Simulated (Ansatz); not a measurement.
A hypothetical phase is included: elements placed on a structure type, which no database files for this compound.

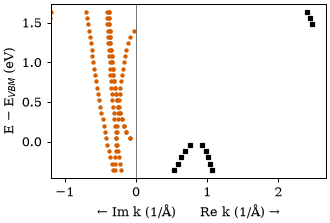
*Complex bands at the centre of the two-dimensional zone; r2SCAN (Ansatz, a first-principles code)*

The gap is the functional's own. No spin-orbit coupling. Mid-gap values are those at the computed energy nearest the middle.

This is BN (Fm-3m, rock salt, 2 atoms a cell, 5.3 Å³ an atom, 3 GPa at this level) along the normal of (110). Read off the slowest decay at the centre of the two-dimensional zone at 0.68 eV, the computed energy nearest the middle of the gap.

κ ≈ 0.22 1/Å, a decay length 1/(2κ) of the density of 2.3 Å.
